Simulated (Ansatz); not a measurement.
```xyz
23

C    -0.7938   -1.3628    1.6661
C    -1.0600    0.0634    1.1836
C    -1.4198    0.9896    2.3457
Si    0.3779    0.7305    0.2063
F     1.6204    0.9256    1.1950
F     0.0039    2.1971   -0.3117
C     0.9341   -0.2899   -1.2488
C    -0.2210   -0.5655   -2.2120
C     2.1170    0.3622   -1.9652
H     0.0670   -1.3973    2.3400
H    -1.6554   -1.7505    2.2179
H    -0.5961   -2.0511    0.8399
H    -1.9095    0.0405    0.4872
H    -0.5972    1.0580    3.0627
H    -1.6489    2.0018    2.0053
H    -2.2943    0.6103    2.8832
H     1.2719   -1.2478   -0.8301
H     0.1144   -1.1850   -3.0491
H    -1.0501   -1.0884   -1.7279
H    -0.6150    0.3643   -2.6322
H     2.9611    0.5279   -1.2922
H     1.8347    1.3297   -2.3891
H     2.4635   -0.2696   -2.7888
```

Geometry: PBE0-D4/def2-TZVP.

Computed with Ansatz, RKS PBE0-D4/def2-TZVPP.

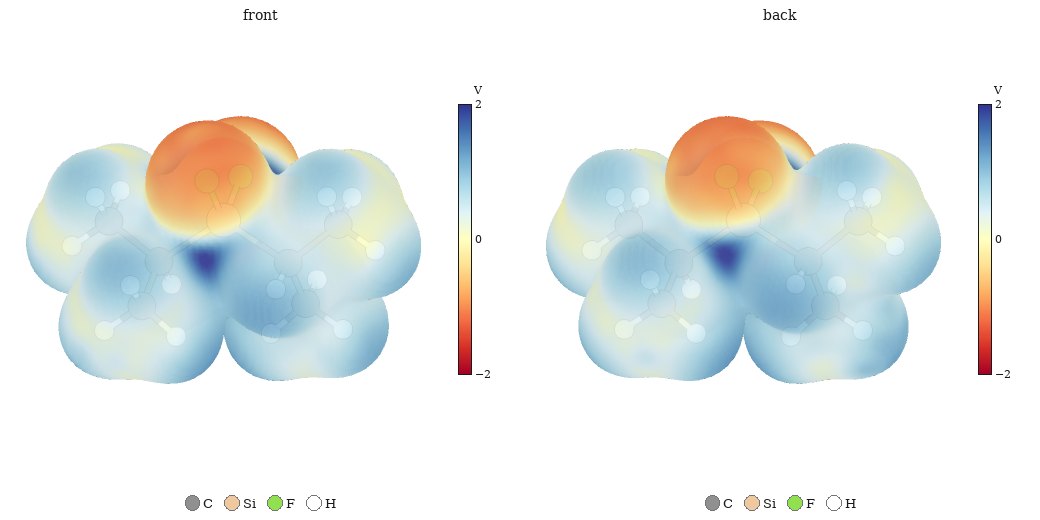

C₆H₁₄F₂Si (SMILES CC(C)[Si](F)(F)C(C)C). The molecular electrostatic potential painted on the density surface at 0.004 e/bohr³, seen from the front and from behind; red is negative and blue positive.

### Describe the electrostatic potential map.

The most negative region (about −1.1 V) lies over F5 and F6, the most positive (about +1.8 V) over Si4.
